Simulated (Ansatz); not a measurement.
The starting structures come from a database of crystals and need not be the phases stable at ambient conditions.

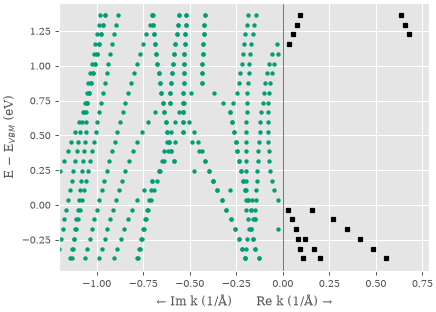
*Complex bands at the centre of the two-dimensional zone; r2SCAN in Ansatz (a program for electronic structure)*

The gap is the functional's own, uncorrected, and κ follows it; spin-orbit coupling is left out. Mid-gap means the computed energy nearest the middle.

Question: This is Ga₂HgTe₄ (I-4, 7 atoms a cell, 32.8 Å³ an atom) along the normal of (110). Read off the slowest decay at the centre of the two-dimensional zone at 0.53 eV, the computed energy nearest the middle of the gap.

Answer: κ ≈ 0.08 1/Å, a decay length 1/(2κ) of the density of 6.2 Å.
